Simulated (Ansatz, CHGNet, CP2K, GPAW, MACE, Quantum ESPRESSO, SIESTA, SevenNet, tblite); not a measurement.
# SIESTA on H11C3IN2 (P2_1/c) (68 atoms): settings against a plane-wave reference, part 2 of 2

Aim: run H11C3IN2 (P2_1/c) (68 atoms) in SIESTA and see how near its forces come to a plane-wave reference, and at what cost.

Program: SIESTA 5.4.2; the method stands at each step. Banners, paths, timers and routine set-up lines are dropped from the logs unmarked, and long logs keep their key lines alone; longer cuts are marked. The potentials were converted by us to PSML.

So far. Step 2 (PBE, DZP, shift 0.01 Ry, mesh 500 Ry): Forces lie 27 % from the reference's, at 1.3 times its CPU time. Step 3 (PBE, SZ, shift 0.01 Ry, mesh 500 Ry): Against the first run (27 %), the force difference from the reference is 163 %, at 0.32 times the CPU time (on 1 against 2 cores), with 140 basis functions against 532: the smaller basis costs accuracy.

### 4. PBE, SZP, shift 0.01 Ry, mesh 500 Ry

Method: Kohn-Sham DFT, PBE, PseudoDojo 0.4.1 norm-conserving pseudopotentials (converted to PSML), numerical atomic orbitals (SZP), diagonalisation.

input.fdf

```
SystemLabel cell
NumberOfAtoms 68
NumberOfSpecies 4
%block ChemicalSpeciesLabel
  1 1 H
  2 6 C
  3 53 I
  4 7 N
%endblock ChemicalSpeciesLabel
LatticeConstant 1.0 Ang
%block LatticeVectors
  5.01520 0.00000 0.00000
  0.00000 10.14700 0.00000
  -3.40914 0.00000 14.09395
%endblock LatticeVectors
PAO.BasisSize SZP
PAO.EnergyShift 0.01 Ry
XC.Functional GGA
XC.Authors PBE
MeshCutoff 500 Ry
%block kgrid_Monkhorst_Pack
  1 0 0 0.0
  0 1 0 0.0
  0 0 1 0.0
%endblock kgrid_Monkhorst_Pack
SolutionMethod diagon
OccupationFunction FD
ElectronicTemperature 580 K
SCF.Mixer.Method Pulay
SCF.Mixer.Weight 0.15
SCF.Mixer.History 8
SCF.Mix Hamiltonian
MaxSCFIterations 300
SCF.DM.Tolerance 1e-04
SCF.H.Tolerance 1.0e-3 eV
WriteForces T
Write.HirshfeldPop T
Write.VoronoiPop T
Write.DM F
Write.H F
XML.Write F
AtomicCoordinatesFormat Fractional
%block AtomicCoordinatesAndAtomicSpecies
[... 68 atom lines left out: the same atoms as in the first run ...]
%endblock AtomicCoordinatesAndAtomicSpecies
```

Command:

```sh
$ OMP_NUM_THREADS=1 siesta < input.fdf > output.txt
```

The program printed:

```text
Version         : 5.4.2
reinit: System Name:
reinit: System Label: cell
initatom: Reading input for the pseudopotentials and atomic orbitals ----------
Species number:   1 Atomic number:    1 Label: H
Species number:   2 Atomic number:    6 Label: C
Species number:   3 Atomic number:   53 Label: I
Species number:   4 Atomic number:    7 Label: N
Ground state valence configuration (from tables):   1s01  2p00  3d00  4f00
Ground state valence configuration (from tables):   2s02  2p02  3d00  4f00
Ground state valence configuration (from tables):   5s02  5p05  5d00  4f00
Ground state valence configuration (from tables):   2s02  2p03  3d00  4f00
---- Processing specs for species: H
GGA--PBE XC_GGA_X_PBE--XC_GGA_C_PBE pb
---- Processing specs for species: C
[... lines left out ...]
stepf: Fermi-Dirac step function
        iscf     Eharris(eV)        E_KS(eV)     FreeEng(eV)     dDmax    Ef(eV) dHmax(eV)
[... lines left out ...]
SCF Convergence by DM+H criterion
[... lines left out ...]
SCF cycle converged after 10 iterations
[... lines left out ...]
   Max    6.733062
[... lines left out ...]
   Max    6.733062    constrained
Stress tensor Voigt[x,y,z,yz,xz,xy] (kbar):     -137.64      -26.73     -112.86        1.27      -16.00        3.48
[... lines left out ...]
siesta: FreeEng =     -6298.276894
[... lines left out ...]
siesta:         Exch. =   -2008.885558
siesta:         Corr. =    -187.014582
siesta:   Exch.-corr. =   -2195.900140
siesta:  Ion-electron =   -9073.289758
siesta:       Ion-ion =   -1575.656495
siesta:         Total =   -6298.276894
siesta:         Fermi =      -2.459922
siesta: Stress tensor (static) (eV/Ang**3):
siesta:    -0.085910    0.002173   -0.009986
siesta:     0.002173   -0.016686    0.000791
siesta:    -0.009986    0.000791   -0.070440
siesta: Cell volume =        717.230325 Ang**3
siesta: Pressure (static):
siesta:                Solid            Molecule  Units
siesta:           0.00062820          0.00098353  Ry/Bohr**3
siesta:           0.05767854          0.09030314  eV/Ang**3
siesta:          92.41120602        144.68158087  kBar
    Orbital volume contribution        =          16.975510 eV
    (Free)E + p_basis*V_orbitals       =       -6281.301384 eV
    (Free)Eharris+ p_basis*V_orbitals  =       -6281.301384 eV
Hirshfeld Atomic Populations:
Atom #   charge [q] valence [e]  Species
     1     0.086059    0.913941  H
     2     0.086225    0.913775  H
     3     0.085812    0.914188  H
[...]
45    -0.008370    4.008370  C
    46    -0.011171    4.011171  C
    47    -0.011838    4.011838  C
[...]
57    -0.334489    7.334489  I
    58    -0.332892    7.332892  I
    59    -0.344600    7.344600  I
[...]
61     0.001764    4.998236  N
    62     0.003642    4.996358  N
    63    -0.005740    5.005740  N
[...]
--------------------
 Total    -0.000002
Voronoi Atomic Populations:
Atom #   charge [q] valence [e]  Species
[...]
43    -0.015104    1.015104  H
    44    -0.015349    1.015349  H
[...]
55     0.096842    3.903158  C
    56     0.079682    3.920318  C
[...]
59    -0.287621    7.287621  I
    60    -0.278466    7.278466  I
[...]
67    -0.096397    5.096397  N
    68    -0.108715    5.108715  N
--------------------
 Total    -0.000002
```

Elapsed: 83 s, on 1 thread of Arm Neoverse V2, shared host; peak memory 0.87 GiB.

Compared with the plane-wave run:

```yaml
r_m_s_force_component: 2.262 eV/Å
r_m_s_difference_of_force_components: 1207 meV/Å
longest_difference_of_force_vectors: 3211 meV/Å
force_difference_over_r_m_s_force: 87.4 %
slope_of_forces_against_the_reference_s: 1.461
correlation_of_force_components: 0.8914
spacing_of_highest_filled_and_lowest_empty_level: 4.648 eV
gap_difference: 0.2847 eV
pressure: 9.241 GPa
pressure_difference: 5.553 GPa
```

This is a coarse setting, run to see what it loses.

Against the first run (27 %), the force difference from the reference is 87 %, at 0.76 times the CPU time (on 1 against 2 cores), with 392 basis functions against 532: the smaller basis costs accuracy.

### 5. PBE, DZ, shift 0.01 Ry, mesh 500 Ry

Method: Kohn-Sham DFT, PBE, PseudoDojo 0.4.1 norm-conserving pseudopotentials (converted to PSML), numerical atomic orbitals (DZ), diagonalisation.

input.fdf: that of step 4 with these lines changed.

```diff
@@ -15,3 +15,3 @@
 %endblock LatticeVectors
-PAO.BasisSize SZP
+PAO.BasisSize DZ
 PAO.EnergyShift 0.01 Ry
```

The program printed:

```text
Version         : 5.4.2
reinit: System Name:
reinit: System Label: cell
initatom: Reading input for the pseudopotentials and atomic orbitals ----------
Species number:   1 Atomic number:    1 Label: H
Species number:   2 Atomic number:    6 Label: C
Species number:   3 Atomic number:   53 Label: I
Species number:   4 Atomic number:    7 Label: N
Ground state valence configuration (from tables):   1s01  2p00  3d00  4f00
Ground state valence configuration (from tables):   2s02  2p02  3d00  4f00
[... lines left out ...]
        iscf     Eharris(eV)        E_KS(eV)     FreeEng(eV)     dDmax    Ef(eV) dHmax(eV)
[... lines left out ...]
SCF Convergence by DM+H criterion
[... lines left out ...]
SCF cycle converged after 11 iterations
[... lines left out ...]
   Max    5.513001
[... lines left out ...]
   Max    5.513001    constrained
Stress tensor Voigt[x,y,z,yz,xz,xy] (kbar):      -80.85      -33.86      -51.39        0.38       -9.46        2.42
[... lines left out ...]
siesta: FreeEng =     -6323.731989
[... lines left out ...]
siesta:         Fermi =      -2.722574
[... lines left out ...]
siesta:           0.00037637          0.00057131  Ry/Bohr**3
siesta:           0.03455638          0.05245535  eV/Ang**3
siesta:          55.36542021         84.04274241  kBar
    Orbital volume contribution        =          12.165934 eV
    (Free)E + p_basis*V_orbitals       =       -6311.566055 eV
    (Free)Eharris+ p_basis*V_orbitals  =       -6311.566056 eV
Hirshfeld Atomic Populations:
Atom #   charge [q] valence [e]  Species
     1     0.083054    0.916946  H
     2     0.084568    0.915432  H
     3     0.083408    0.916592  H
[...]
45     0.019152    3.980848  C
    46     0.016315    3.983685  C
    47     0.016987    3.983013  C
[...]
57    -0.362013    7.362013  I
    58    -0.361167    7.361167  I
    59    -0.367986    7.367986  I
[...]
61     0.045357    4.954643  N
    62     0.046685    4.953315  N
    63     0.037320    4.962680  N
[...]
--------------------
 Total     0.000002
Voronoi Atomic Populations:
Atom #   charge [q] valence [e]  Species
[...]
43    -0.003406    1.003406  H
    44    -0.002233    1.002233  H
[...]
55     0.044236    3.955764  C
    56     0.027137    3.972863  C
[...]
59    -0.281591    7.281591  I
    60    -0.275493    7.275493  I
[...]
67    -0.132814    5.132814  N
    68    -0.146608    5.146608  N
--------------------
 Total     0.000002
```

The job ended after 44 s (1 thread; peak memory 0.59 GiB).

Numbers from this run, and their distance from the reference:

- r.m.s. force component: 1.647 eV/Å
- r.m.s. difference of force components: 378.1 meV/Å
- longest difference of force vectors: 1159 meV/Å
- force difference over r.m.s. force: 27.39 %
- slope of forces against the reference's: 1.174
- correlation of force components: 0.9842
- gap (highest filled to lowest empty level): 4.931 eV
- gap difference: 0.5677 eV
- pressure: 5.537 GPa
- pressure difference: 1.849 GPa

This is a coarse setting, run to see what it loses.

Against the first run (27 %), the force difference from the reference is 27 %, at 0.41 times the CPU time (on 1 against 2 cores), with 280 basis functions against 532.

### 6. PBEsol, DZP, shift 0.01 Ry, mesh 500 Ry

Method: Kohn-Sham DFT, PBEsol, PseudoDojo 0.4.1 norm-conserving pseudopotentials (converted to PSML), numerical atomic orbitals (DZP), diagonalisation.

The pseudopotential files are exchanged too: the .psml files are now those for PBEsol.

input.fdf: that of step 5 with these lines changed.

```diff
@@ -15,6 +15,6 @@
 %endblock LatticeVectors
-PAO.BasisSize DZ
+PAO.BasisSize DZP
 PAO.EnergyShift 0.01 Ry
 XC.Functional GGA
-XC.Authors PBE
+XC.Authors PBEsol
 MeshCutoff 500 Ry
```

Command:

```sh
$ OMP_NUM_THREADS=1 mpirun -np 2 siesta < input.fdf > output.txt
```

The program printed:

```text
Version         : 5.4.2
reinit: System Name:
reinit: System Label: cell
initatom: Reading input for the pseudopotentials and atomic orbitals ----------
Species number:   1 Atomic number:    1 Label: H
Species number:   2 Atomic number:    6 Label: C
Species number:   3 Atomic number:   53 Label: I
Species number:   4 Atomic number:    7 Label: N
Ground state valence configuration (from tables):   1s01  2p00  3d00  4f00
Ground state valence configuration (from tables):   2s02  2p02  3d00  4f00
Ground state valence configuration (from tables):   5s02  5p05  5d00  4f00
Ground state valence configuration (from tables):   2s02  2p03  3d00  4f00
---- Processing specs for species: H
GGA--PBEsol XC_GGA_X_PBE_SOL--XC_GGA_C_PBE_SOL ps
---- Processing specs for species: C
[... lines left out ...]
stepf: Fermi-Dirac step function
        iscf     Eharris(eV)        E_KS(eV)     FreeEng(eV)     dDmax    Ef(eV) dHmax(eV)
[... lines left out ...]
SCF Convergence by DM+H criterion
[... lines left out ...]
SCF cycle converged after 11 iterations
[... lines left out ...]
   Max    5.782136
[... lines left out ...]
   Max    5.782136    constrained
Stress tensor Voigt[x,y,z,yz,xz,xy] (kbar):      -78.00      -10.85      -61.57        0.63       -9.13        2.52
[... lines left out ...]
siesta: FreeEng =     -6313.954629
[... lines left out ...]
siesta:         Exch. =   -2001.036180
siesta:         Corr. =    -204.515637
siesta:   Exch.-corr. =   -2205.551817
siesta:  Ion-electron =   -9321.910171
siesta:       Ion-ion =   -1571.136994
siesta:         Total =   -6313.954629
siesta:         Fermi =      -2.895010
siesta: Stress tensor (static) (eV/Ang**3):
siesta:    -0.048685    0.001570   -0.005700
siesta:     0.001570   -0.006774    0.000396
siesta:    -0.005700    0.000396   -0.038427
siesta: Cell volume =        717.230325 Ang**3
siesta: Pressure (static):
siesta:                Solid            Molecule  Units
siesta:           0.00034085          0.00049340  Ry/Bohr**3
siesta:           0.03129544          0.04530178  eV/Ang**3
siesta:          50.14082794         72.58144787  kBar
    Orbital volume contribution        =          19.942472 eV
    (Free)E + p_basis*V_orbitals       =       -6294.012158 eV
    (Free)Eharris+ p_basis*V_orbitals  =       -6294.012158 eV
Hirshfeld Atomic Populations:
Atom #   charge [q] valence [e]  Species
     1     0.080624    0.919376  H
     2     0.081319    0.918681  H
     3     0.080766    0.919234  H
[...]
45     0.003471    3.996529  C
    46    -0.000043    4.000043  C
    47     0.000618    3.999382  C
[...]
57    -0.298975    7.298975  I
    58    -0.297975    7.297975  I
    59    -0.304589    7.304589  I
[...]
61     0.015364    4.984636  N
    62     0.016760    4.983240  N
    63     0.007081    4.992919  N
[...]
--------------------
 Total    -0.000006
Voronoi Atomic Populations:
Atom #   charge [q] valence [e]  Species
[...]
43    -0.011888    1.011888  H
    44    -0.010656    1.010656  H
[...]
55     0.057563    3.942437  C
    56     0.039786    3.960214  C
[...]
59    -0.213982    7.213982  I
    60    -0.208675    7.208675  I
[...]
67    -0.092769    5.092769  N
    68    -0.103660    5.103660  N
--------------------
 Total    -0.000006
```

Wall time 55 s (2 MPI ranks); peak memory 1.2 GiB; 1.8 min of CPU time.

Compared with the plane-wave run:

| Item | Value |
| --- | --- |
| r.m.s. force component | 1.716 eV/Å |
| r.m.s. difference of force components | 499.6 meV/Å |
| longest difference of force vectors | 1404 meV/Å |
| force difference over r.m.s. force | 36.19 % |
| slope of forces against the reference's | 1.207 |
| correlation of force components | 0.971 |
| gap (highest filled to lowest empty level) | 4.559 eV |
| gap difference | 0.1957 eV |
| pressure | 5.014 GPa |
| pressure difference | 1.326 GPa |

Against the first run (27 %), the force difference from the reference is 36 %, at 1.0 times the CPU time; the model has changed, so this is no error of the program alone.

### 7. The ladder

Differences are against the plane-wave reference, forces as r.m.s. over components; share is that over the reference's r.m.s. force, slope the least-squares factor from reference forces to these. Total energies of different programs have different zeros and aren't compared.

| run | Δ force, r.m.s. (meV/Å) | share (%) | slope | Δ pressure (GPa) | Δ gap (eV) | cores | CPU time | memory (GiB) |
| --- | --- | --- | --- | --- | --- | --- | --- | --- |
| reference | - | - | - | - | - | 2 | 87 s | 1.3 |
| SIESTA PBE, DZP, shift 0.01 Ry, mesh 500 Ry | 372 | 26.9 | 1.162 | 1.91 | 0.235 | 2 | 1.8 min | 1.2 |
| SIESTA PBE, SZ, shift 0.01 Ry, mesh 500 Ry (coarse) | 2251 | 163 | 1.863 | 14.4 | -0.343 | 1 | 35 s | 0.53 |
| SIESTA PBE, SZP, shift 0.01 Ry, mesh 500 Ry (coarse) | 1207 | 87.4 | 1.461 | 5.55 | 0.285 | 1 | 83 s | 0.87 |
| SIESTA PBE, DZ, shift 0.01 Ry, mesh 500 Ry (coarse) | 378 | 27.4 | 1.174 | 1.85 | 0.568 | 1 | 44 s | 0.59 |
| SIESTA PBEsol, DZP, shift 0.01 Ry, mesh 500 Ry | 500 | 36.2 | 1.207 | 1.33 | 0.196 | 2 | 1.8 min | 1.2 |

Rows marked coarse were listed beforehand as settings not expected to be converged; some can still land near the reference.

CPU time is summed over cores on a shared host, where runs went side by side, so it is rough. Symmetry, cutoffs, thresholds, outputs and thread counts weren't matched or tuned between programs; memory under MPI is the largest rank's times the ranks.

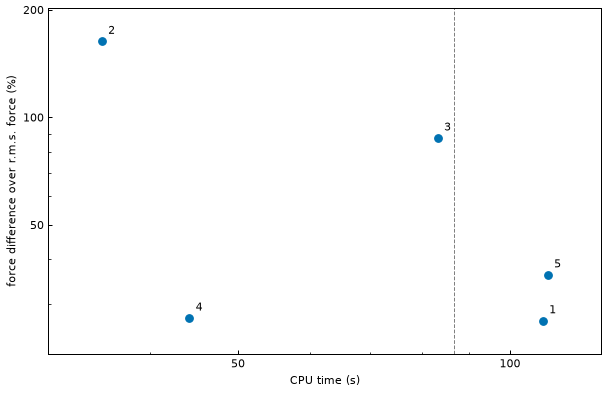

Force difference against CPU time; the dashed line marks the reference's time. Points: 1 SIESTA PBE, DZP, shift 0.01 Ry, mesh 500 Ry; 2 SIESTA PBE, SZ, shift 0.01 Ry, mesh 500 Ry; 3 SIESTA PBE, SZP, shift 0.01 Ry, mesh 500 Ry; 4 SIESTA PBE, DZ, shift 0.01 Ry, mesh 500 Ry; 5 SIESTA PBEsol, DZP, shift 0.01 Ry, mesh 500 Ry.

A second geometry, displaced anew (every atom was moved at random, 0.04 Å r.m.s. a Cartesian component (hydrogen 0.6 of that)), gives an energy difference that all programs can be tested on. The reference puts it at 14.23 meV/atom.

| run | energy less the first geometry's (meV/atom) | error (meV/atom) | force share at the second geometry (%) |
| --- | --- | --- | --- |
| SIESTA PBE, DZP, shift 0.01 Ry, mesh 500 Ry | 14.90 | 0.668 | 23.8 |
| SIESTA PBE, SZ, shift 0.01 Ry, mesh 500 Ry | 17.89 | 3.66 | 144 |
| SIESTA PBE, SZP, shift 0.01 Ry, mesh 500 Ry | 13.30 | -0.937 | 76.1 |
| SIESTA PBE, DZ, shift 0.01 Ry, mesh 500 Ry | 15.38 | 1.14 | 24.3 |
| SIESTA PBEsol, DZP, shift 0.01 Ry, mesh 500 Ry | 14.69 | 0.462 | 31.8 |

### 8. What came out

```yaml
nearest_in_forces: a tie at 27 % of 2 runs: SIESTA PBE, DZP, shift 0.01 Ry, mesh 500 Ry; SIESTA PBE, DZ, shift 0.01 Ry, mesh 500 Ry (coarse)
```

The PBE run in local orbitals, coarse settings apart, differs by 27 % (SIESTA PBE, DZP, shift 0.01 Ry, mesh 500 Ry); basis, grid and potentials can all enter. Rows with another functional or a dispersion term differ by 36 % (SIESTA PBEsol, DZP, shift 0.01 Ry, mesh 500 Ry), which mixes the change of model with differences of basis and potentials. Runs with settings chosen to be coarse differ by 27 % (SIESTA PBE, DZ, shift 0.01 Ry, mesh 500 Ry) to 163 % (SIESTA PBE, SZ, shift 0.01 Ry, mesh 500 Ry), their programs' other errors included. One electronic-structure run takes under half the reference's CPU time: SIESTA PBE, SZ, shift 0.01 Ry, mesh 500 Ry, at 163 % in 35 s against 87 s, too far off to be of use; its pressure misses by +14.4 GPa. SIESTA PBE, DZ, shift 0.01 Ry, mesh 500 Ry stiffens the forces by a factor of 1.17 while following their directions (correlation 0.984). At the same functional, gaps differ from the reference's 4.36 eV by between -0.34 and +0.57 eV. A likely cause of the wide gaps: compact atomic orbitals describe empty levels worse than filled ones. These are spacings on the run's k-points, which needn't hold the band edges. In pressure, SIESTA PBE, SZ, shift 0.01 Ry, mesh 500 Ry misses by +14.4 GPa, at the same functional. The energy difference between the two geometries, 14.2 meV/atom in the reference, is met best by SIESTA PBEsol, DZP, shift 0.01 Ry, mesh 500 Ry (+0.462) and worst by SIESTA PBE, SZ, shift 0.01 Ry, mesh 500 Ry (coarse) (+3.66). With short bonds to hydrogen, sets of potentials differ among themselves by several per cent in forces even at converged cutoffs, so the reference isn't exact here either. The reference's pressure holds the uncorrected Pulay stress of its 60 Ry basis, so small pressure differences, and their order, may be the reference's own error. The cell is under 6 Å thick along one periodic direction, so every atom has periodic images of itself close by, which move with it and show among its neighbours and in g(r). The reference's stress is far from hydrostatic: its diagonal is 5.7, 1.5, 3.9 GPa, compression counted positive. The reference's PBE has no dispersion term, which matters for the binding between molecules or layers. The published positions, changed by the recipe (random displacements or longer bonds to H), lie far from the minimum at this level of theory. The reference's pressure of 3.7 GPa belongs to a cell and atoms that aren't relaxed at this level. The electronic-structure runs sample only Γ, in a cell whose shortest periodic width is 5 Å. Spin–orbit coupling is left out, which matters for the levels of the heavy elements.

[Also dropped from logs without a mark: logging warnings of Python, and SIESTA's first energy breakdown and zero terms.]

[Logs are printed without paths, hosts, clocks, repeated set-up lines and the standing remarks that a program may print on its own settings, such as how far it seeks lower states.]

[Hosts, paths, dates, database ids (printed as entryN), source tags and the programs' standing remarks are cut or masked in the printed files.]
